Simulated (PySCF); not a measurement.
## Electronic structure of C$_{5}$H$_{9}$O$_{2}$ (charge −1) in real space

The calculation's input:

```
{"job": {"kind": "sp", "xc": "wB97X", "basis": "ma-def2-SVP", "d3": "d3bj", "grid": 2}, "charge": -1, "multiplicity": 1}
O      2.638616    -0.233069     1.407106
C      1.715732     0.609947     0.989617
C      0.365656    -0.051875     0.599744
C     -0.716636     0.878974     0.060925
C     -1.601241    -0.064953    -0.740736
O     -0.761219    -1.091932    -1.223028
C      0.505596    -1.037371    -0.549437
H      1.987564     1.211743     0.046969
H     -0.009636    -0.585084     1.493631
H     -1.268929     1.413699     0.849724
H     -0.248613     1.634446    -0.597735
H     -2.105102     0.418160    -1.599504
H     -2.394764    -0.499543    -0.096100
H      1.279891    -0.683044    -1.257498
H      0.783932    -2.049830    -0.222629
H      1.424712     1.435727     1.730130
```

Run with:

```sh
OMP_NUM_THREADS=1 python redox_run.py task.json out
```

Geometry: PBE0-D3(BJ)/ma-def2-SVP.

Level of theory: DFT single point, gas phase, functional wB97X in PySCF 2.14.0, density-fitted response routines.

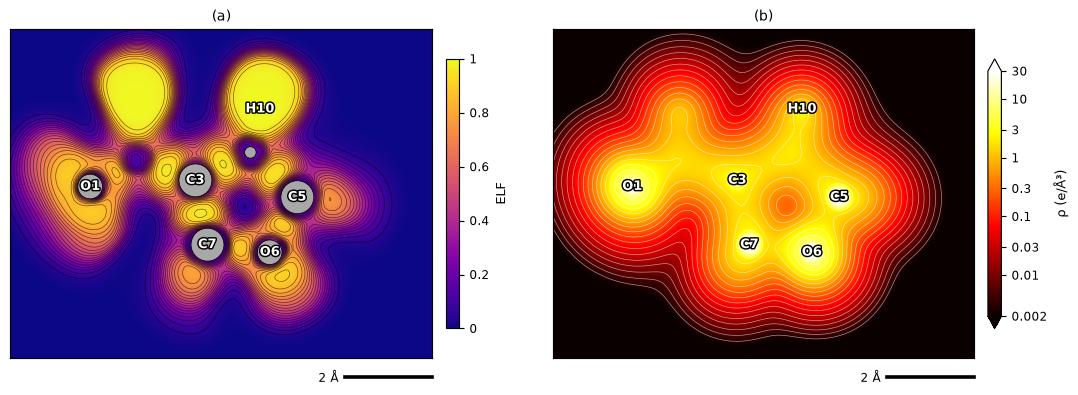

Figure 1. (a) ELF; (b) total electron density on the plane of atoms C5, O6 and C7. Grey discs cover the atomic cores in the ELF map.

> Read the bonding off the picture.

- The plane passes through O, C and H nuclei.
- C–C (1.52 Å): the density is about 1.7 e/Å³ at the midpoint; the ELF peaks at about 0.95 between the atoms, as expected for a shared electron pair.
- C–O (1.41 Å): the density is about 2.1 e/Å³ at the midpoint, with its minimum of 1.8 e/Å³ about 0.5 Å from C; the ELF peaks at about 0.90 between the atoms (a shared but strongly polarised pair).
- The ELF also peaks beside O6 and O1, away from the bonds: lone-pair regions.

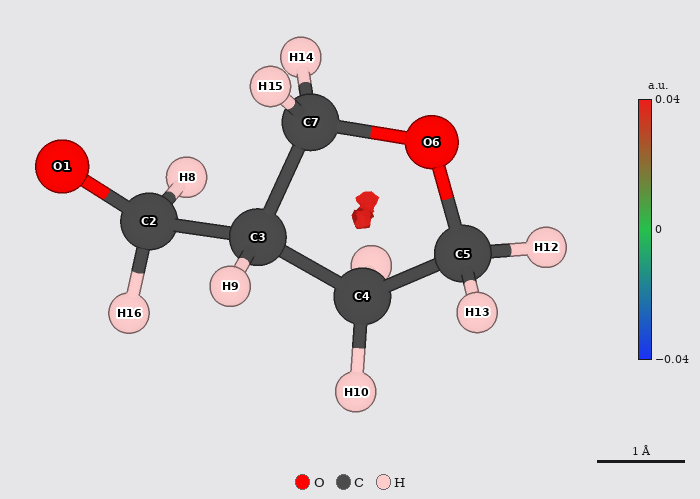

Figure 2. Non-covalent interaction (NCI) plot: the surface where the reduced density gradient is 0.4, for densities under 0.05 a.u., coloured by sign(λ₂)ρ; seen at a tilt.

> What holds or crowds the atoms apart from the covalent bonds?

Inside the ring or cage of C3, C4, C5, O6 and C7: steric crowding (red).
